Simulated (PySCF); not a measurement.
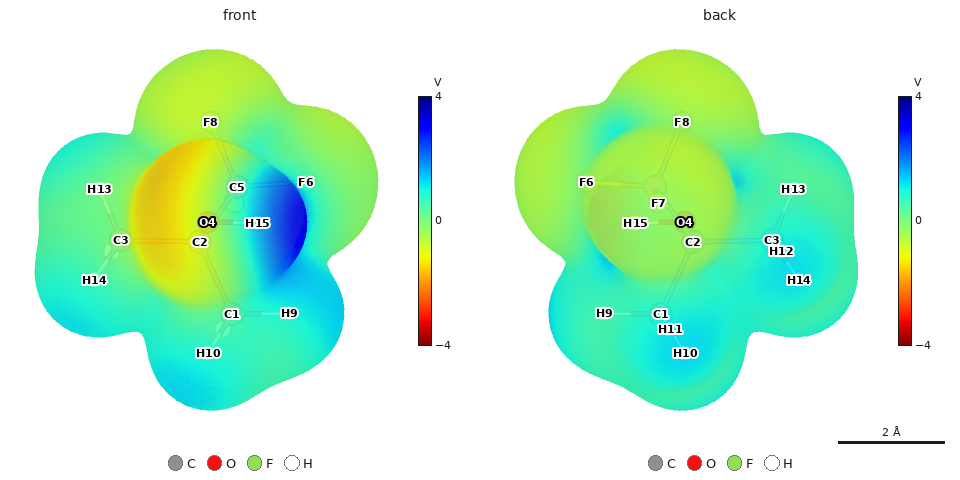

Figure. C4H7F3O (SMILES CC(C)(O)C(F)(F)F). The electrostatic potential painted on the density surface at 0.004 e/bohr³, seen from the front and from behind; red is negative and blue positive.

Geometry: GFN2-xTB, NEB image 0 of 0 to 8.

Level of theory: PySCF 2.14.0, PBE0/pcSseg-1, SCF density, gas phase, non-relativistic.

```xyz
15

C    -0.2195    1.4102   -0.3093
C     0.1076    0.0291    0.2651
C     1.4306   -0.5130   -0.2705
O     0.1913    0.0512    1.6678
C    -1.0265   -0.9412   -0.1346
F    -2.2006   -0.5616    0.4075
F    -1.2178   -0.9931   -1.4611
F    -0.8112   -2.1951    0.2738
H    -1.1892    1.7537    0.0475
H     0.5427    2.1144    0.0129
H    -0.2376    1.3755   -1.3951
H     1.3865   -0.6230   -1.3501
H     1.6395   -1.4768    0.1857
H     2.2262    0.1760   -0.0052
H    -0.6263    0.4016    2.0438
```

Which sites attract a positive test charge, and which a negative one?

Answer. A positive charge is drawn to the negative regions and a negative charge to the positive ones. The most negative region (about −1.6 V, or −37 kcal/mol for a unit charge) lies over O4, the most positive (about +3.0 V, or +69 kcal/mol for a unit charge) over H15. O4 is the likeliest acceptor of a hydrogen bond.
